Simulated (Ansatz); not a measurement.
The parent structure is ZnSe in the zinc blende structure (space group F-43m, No. 216; a = 5.733 Å).

Modification: every lattice vector is shortened by 2.50 %; the atoms relax in the strained cell.

The values are results of plane-wave PAW DFT at the PBE level (Ansatz, an electronic-structure program, 420 eV), without spin-orbit coupling, not measurements.

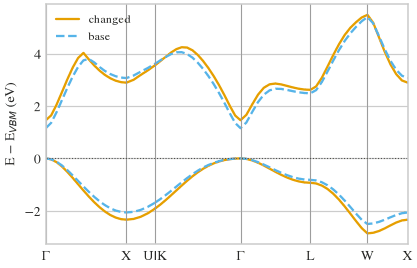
Highest valence and lowest conduction band along the path, each from its own valence-band maximum

Q: Read the changed gap and its character from the plot.

A: About 1.5 eV, direct at Γ.

Stability against distortions was not tested.
